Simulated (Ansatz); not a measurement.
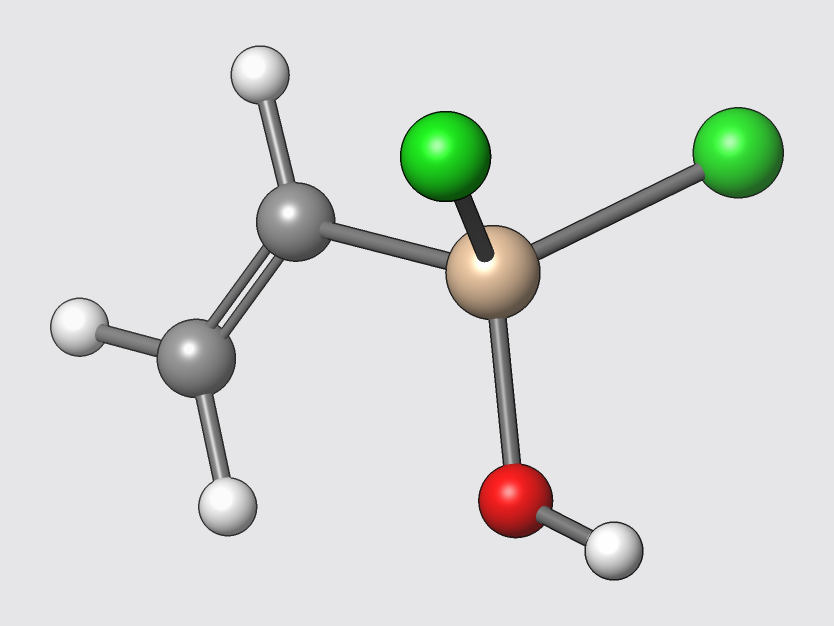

Ball-and-stick drawing of a structure. Colours: carbon grey, silicon light orange, oxygen red, chlorine green, hydrogen white.

The computed structure is the end point of a PBE0-D4/def2-TZVP optimisation.

Give the formula.

C₂H₄Cl₂OSi, 10 atoms: 2 carbon, 4 hydrogen, 2 chlorine, 1 oxygen and 1 silicon.

Which point group does it belong to?

Cs.

Name functional groups in it.

Among them: alkene, Si–O bond.

Give a SMILES string for it.

C=C[Si](O)(Cl)Cl

More results for the same structure follow; atom numbers are the same in all pictures, views and colours differ.

Shape

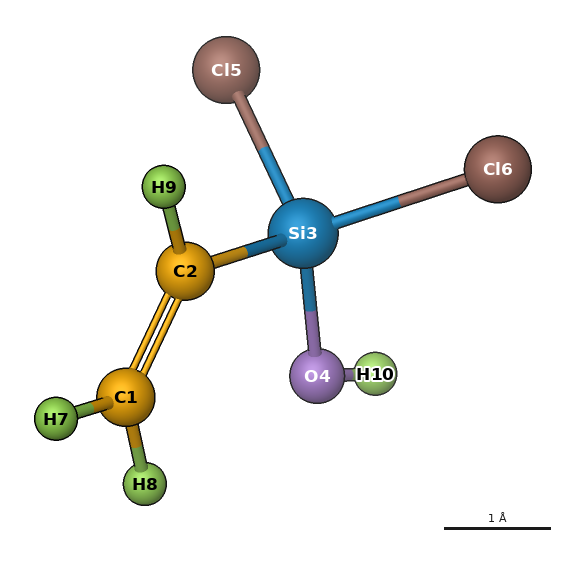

Atoms carry their numbers in the input.

Give the bond lengths.

```json
{"bond": "C1–C2", "length (Å)": "1.330", "order": "double"}
{"bond": "C1–H7", "length (Å)": "1.086", "order": "single"}
{"bond": "C1–H8", "length (Å)": "1.085", "order": "single"}
{"bond": "C2–Si3", "length (Å)": "1.833", "order": "single"}
{"bond": "C2–H9", "length (Å)": "1.087", "order": "single"}
{"bond": "Si3–O4", "length (Å)": "1.625", "order": "single"}
{"bond": "Si3–Cl5", "length (Å)": "2.049", "order": "single"}
{"bond": "Si3–Cl6", "length (Å)": "2.049", "order": "single"}
{"bond": "O4–H10", "length (Å)": "0.959", "order": "single"}
```

Electronic properties

Level of theory: RKS r2SCAN-D4/def2-TZVPP (Ansatz 0.2.0).

What is the vertical ionisation energy?

10.14 eV.

Give the LUMO energy (Kohn–Sham orbital) at this level.

−1.71 eV.

Estimate the HOMO energy (Kohn–Sham orbital).

−7.46 eV.

Estimate the dispersion correction.

−7.5 kJ/mol.

Vibrations

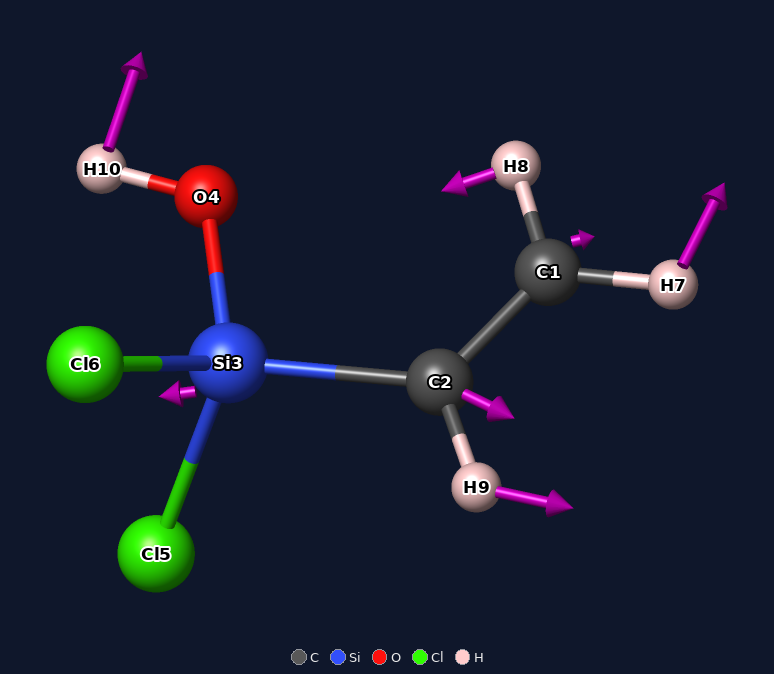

The arrows show one normal mode. Harmonic vibrations computed with RKS PBE0-D4/def2-TZVP (Ansatz 0.2.0) at a stationary point of the same level.

At what wavenumber does it lie?

725 cm⁻¹; it is mode 12 of 24 counted from the lowest.

Dipole moment

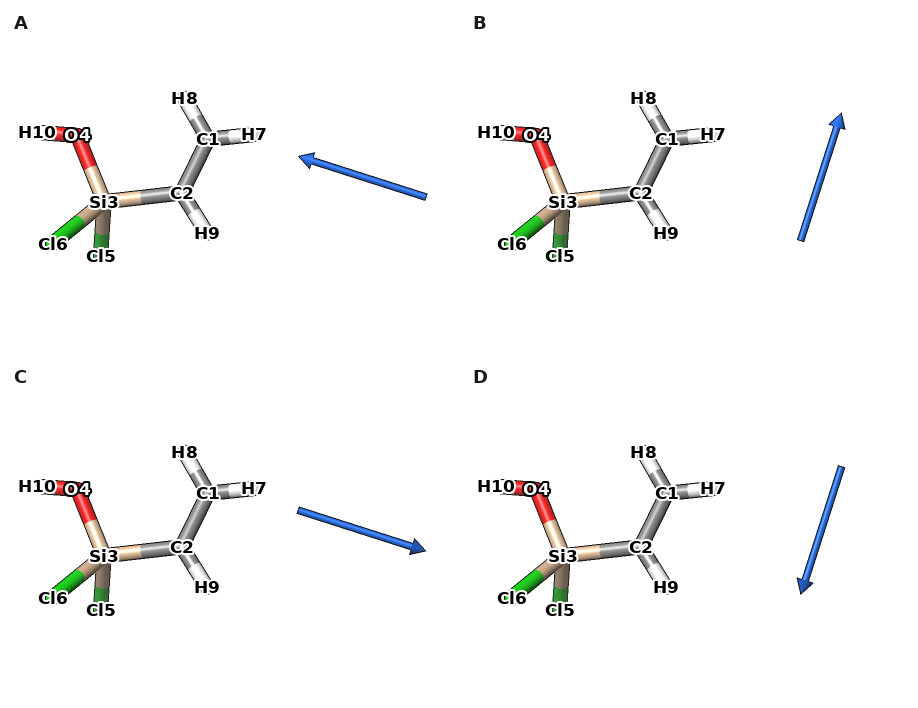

The same molecule four times, each with an arrow. Properties computed with RKS PBE0-D4/def2-TZVP (Ansatz 0.2.0).

Which arrow points along the dipole moment, from the negative to the positive end?

B. The dipole moment is 1.33 D; it points from the side of Cl5, Cl6 to the side of H8 (the outermost atoms at the two ends).

Charges

The questions are on Mulliken charges. Properties computed with RKS r2SCAN-D4/def2-TZVPP (Ansatz 0.2.0).

Give the Mulliken charges atom by atom.

```
atom  value (e)
  C1      −0.13
  C2      −0.22
 Si3       0.75
  O4      −0.39
 Cl5      −0.24
 Cl6      −0.24
  H7       0.09
  H8       0.10
  H9       0.08
 H10       0.21
```

Mulliken values depend strongly on the basis set and can even reverse the polarity of a bond.
